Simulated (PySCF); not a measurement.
**Cis-Cu(H2O)2Cl2 (Cl2CuH4O2, doublet): what the electrons do**

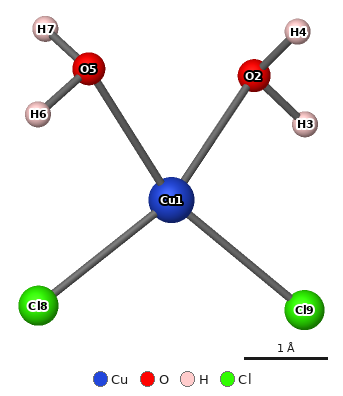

The molecule, with its atoms numbered as below. No frequency check shows the geometry to be a minimum.

Geometry (Å), atoms numbered from 1:

```
Cu1     -0.0001    0.1630    0.0003
O2      -1.3897    1.7099    0.4358
H3      -2.1668    1.1399    0.5639
H4      -1.5407    2.2182   -0.3699
O5       1.3898    1.7100   -0.4361
H6       2.1669    1.1400   -0.5642
H7       1.5407    2.2183    0.3695
Cl8      1.7394   -1.1412    0.1859
Cl9     -1.7392   -1.1413   -0.1861
```

## 1. Bonding charge

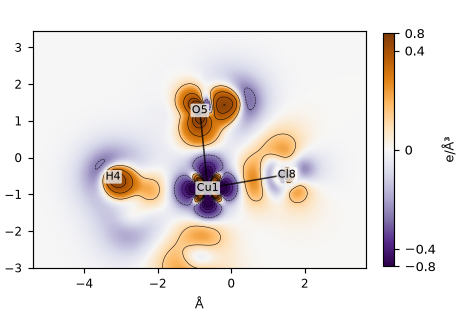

Deformation density (molecule less spherical, spin-averaged free atoms) in the plane of Cu1, H4, O5 and Cl8; colour scale in e/Å³, logarithmic beyond ±0.1; orange: gain, purple: loss.

PySCF calculation, TPSSh/def2-TZVP, gas phase; geometry: GFN2-xTB. This is a single-reference result, which may miss multireference character in this system. The stability of the open-shell solution wasn't checked. GFN2-xTB doesn't know the spin state, so this open-shell geometry is rough.

> How much density has each bond in this plane gained at its critical point, relative to the free atoms?

Cu1–Cl8: +0.04 e/Å³ at the bond critical point (bond length 2.18 Å, Mayer order 0.9). Cu1–O5: −0.02 e/Å³ at the bond critical point (bond length 2.12 Å, Mayer order 0.3). In all, 1.9 electrons gather in the regions of gain relative to the promolecule. A small or negative value marks a very polar bond, one between electron-rich atoms, whose free-atom densities already overlap strongly, a long bond to a heavier atom, or a closed-shell contact such as a hydrogen bond.

> Where do the Hirshfeld charges lie?

The highest Hirshfeld charge is on Cu1 (+0.41 e), the lowest on Cl8 and Cl9 (−0.33 e).

## 2. Bond critical points

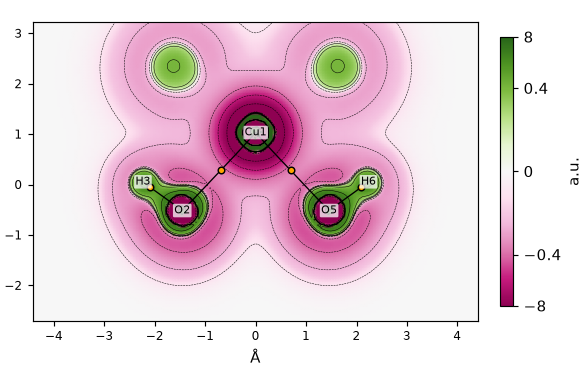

Negative Laplacian of the density (−∇²ρ) in the plane of Cu1, O2, H3, O5 and H6 (green positive, pink negative, colour scale in a.u., logarithmic beyond ±0.04), with bond paths and bond critical points (dots).

> Sort the bonds in the plane by the sign of ∇²ρ at their critical points.

Concentrated (∇²ρ < 0): O2–H3 and O5–H6 (−2.41 a.u.). Depleted (∇²ρ > 0): Cu1–O2 and Cu1–O5 (+0.26 a.u., H = −0.010).

> Where along O2–H3 does the critical point lie?

0.79 Å from O2 and 0.18 Å from H3.

## 3. Local ionisation energy

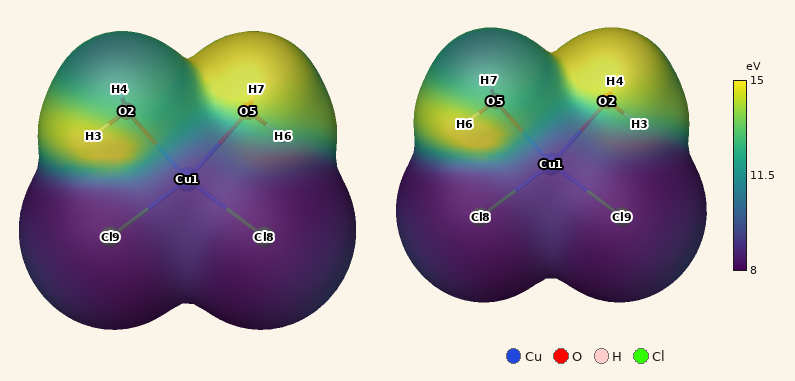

Average local ionisation energy on the surface of electron density 0.001 a.u. (back view left, front view right).

> Locate the minima of the map.

The lowest value is 8.0 eV, 2.1 Å from Cl9, and at like points elsewhere. Further minima include 8.1 eV, 2.2 Å from Cl8, and at like points elsewhere; 10.9 eV, 1.8 Å from O5, and at like points elsewhere. For comparison, the highest occupied orbital lies at −6.9 eV.

## 4. Spin density

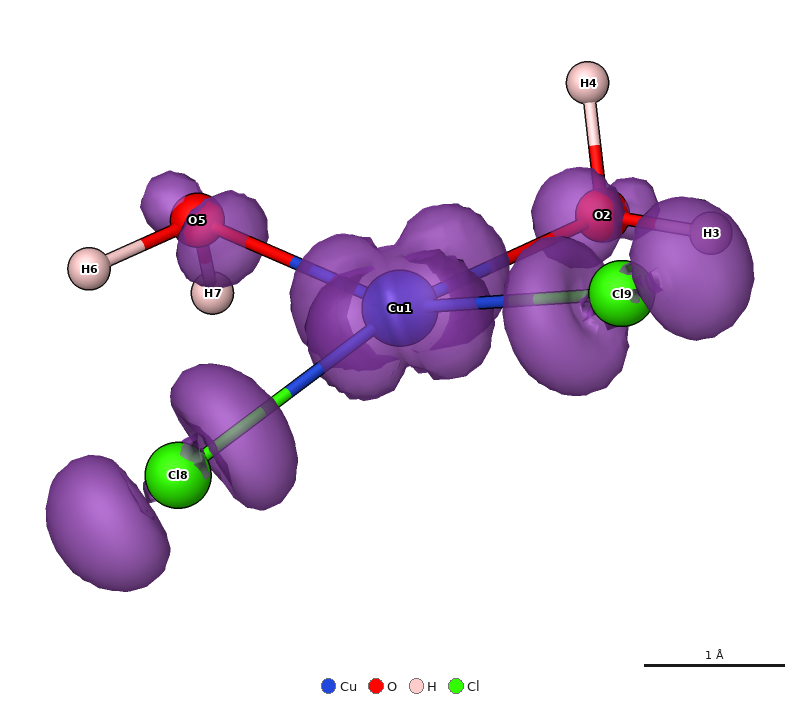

Spin density ρα − ρβ at ±0.05 e/Å³ (purple: excess α, green: excess β).

> Where is the unpaired spin?

Hirshfeld spin populations: Cu1 +0.56, Cl8 and Cl9 +0.17 and O2 and O5 +0.04. ⟨S²⟩ = 0.75, as for a pure state.

## 5. Removing or adding an electron

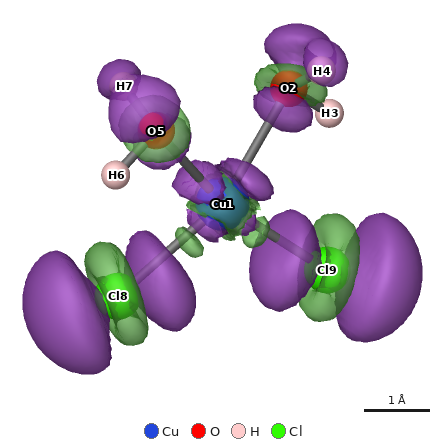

Fukui function f⁻ = ρ(N) − ρ(N−1) at fixed geometry, surfaces at ±0.02 e/Å³ (purple positive, green negative).

PySCF calculation, B3LYP/def2-TZVP, gas phase; geometry: GFN2-xTB. This is a single-reference result, which may miss multireference character in this system. GFN2-xTB doesn't know the spin state, so this open-shell geometry is rough.

> Which atoms respond most to the removal of an electron?

f⁻ (Hirshfeld-condensed) is largest on Cl8 and Cl9 (0.32 each); the vertical ionisation energy is 9.72 eV (to the singlet cation, which needn't be its lowest state). Condensed values hint at sites of electrophilic attack but needn't mark the atom that reacts. Orbital relaxation makes it negative in places (0.19 e in all).

```tsv
atom	f⁻	charge
Cu1	+0.12	+0.43
O2	+0.06	−0.23
H3	+0.03	+0.16
H4	+0.03	+0.19
O5	+0.06	−0.23
H6	+0.03	+0.16
H7	+0.03	+0.19
Cl8	+0.32	−0.33
Cl9	+0.32	−0.33
```

The PySCF runs shown took 4.3 min and 3.1 min on 1 thread of Arm Neoverse V2, on a shared host.
